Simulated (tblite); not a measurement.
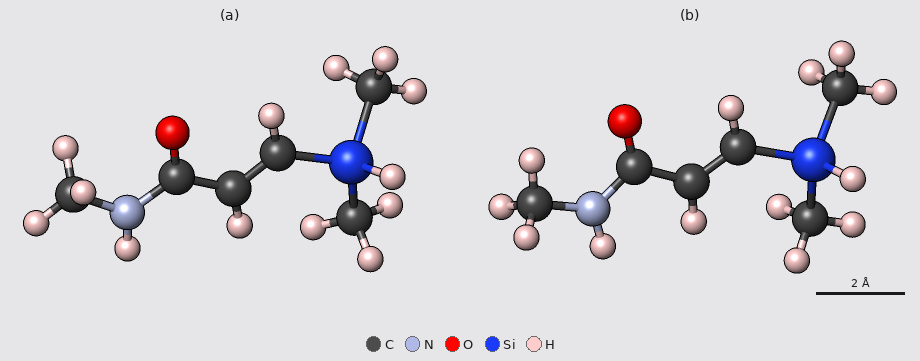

The structure of C6H13NOSi before (left) and after (right) a relaxation, at one scale.

Style: ball-and-stick. Shown from a free direction.

Computed with GFN2-xTB geometry optimisation, gas phase (tblite 0.8.0). 

> What changed between the two?

Over 173 geometry steps the energy falls by 16.1 kcal/mol. An H atom moves most after the best rigid fit: 1.16 Å. Largest moves by element: H 1.16 Å, O 0.33 Å, C 0.25 Å, N 0.20 Å, Si 0.08 Å. Among the contacts that change: C–O 1.275 → 1.217 Å, C–Si 1.831 → 1.887 Å, C–Si 1.854 → 1.903 Å, C–N 1.405 → 1.359 Å. Bond angles that change, for instance: N–C–C 122.5° → 113.9°, C–N–C 115.9° → 122.6°, C–Si–H 104.4° → 110.2°. Groups turn about C–N by about 60°, C–Si by about 30°. Cost: 4.8 s on 1 thread of Intel(R) Xeon(R) Processor @ 2.50GHz (shared host).
